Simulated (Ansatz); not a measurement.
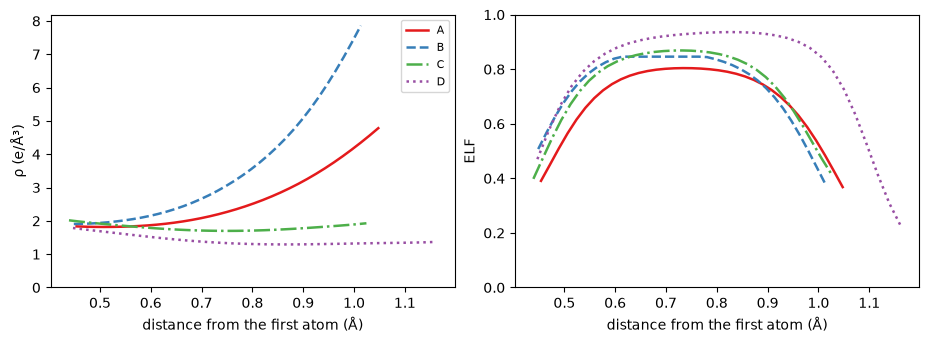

Figure 1: C₃H₃F₃OS. Electron density and electron localisation function along straight lines between neighbouring atoms. The curves leave out the atomic cores.

Geometry: PBE0-D3(BJ)/def2-SVP.

The calculation used Ansatz, isolated molecule in a Gaussian basis; Kohn-Sham density functional theory, functional PBE0.

```yaml
atoms:
  - { symbol: C, position_ang: [0.8291, 2.0952, 0.8478] }
  - { symbol: C, position_ang: [1.6974, 0.8852, 0.5467] }
  - { symbol: C, position_ang: [2.8192, 0.5766, 1.4343] }
  - { symbol: F, position_ang: [1.2855, 3.1780, 0.2271] }
  - { symbol: F, position_ang: [0.7985, 2.3496, 2.1539] }
  - { symbol: F, position_ang: [-0.4254, 1.8842, 0.4438] }
  - { symbol: O, position_ang: [1.6001, -0.1300, 1.5013] }
  - { symbol: S, position_ang: [1.8110, 0.4457, -1.1821] }
  - { symbol: H, position_ang: [0.4867, 0.2211, -1.3301] }
  - { symbol: H, position_ang: [3.6693, 0.0236, 1.0172] }
  - { symbol: H, position_ang: [3.0333, 1.2398, 2.2800] }
```

Which curve belongs to which contact (C–C, C–F, C–O and C–S)? The first atom named is at distance zero.

Answer. Curve A: C–O (1.40 Å): the density is about 2.1 e/Å³ at the midpoint, with its minimum of 1.8 e/Å³ about 0.5 Å from C; the ELF peaks at about 0.80 between the atoms: a polar covalent bond. Curve B: C–F (1.33 Å): ρ is about 2.4 e/Å³ halfway; the ELF peaks at about 0.85 between the atoms, as expected for a polar covalent bond. Curve C: C–C (1.46 Å): ρ at the midpoint is about 1.7 e/Å³; the ELF peaks at about 0.85 between the atoms (localised, covalent bonding). Curve D: C–S (1.79 Å): ρ is about 1.3 e/Å³ halfway; the ELF peaks at about 0.95 between the atoms: localised, covalent bonding.
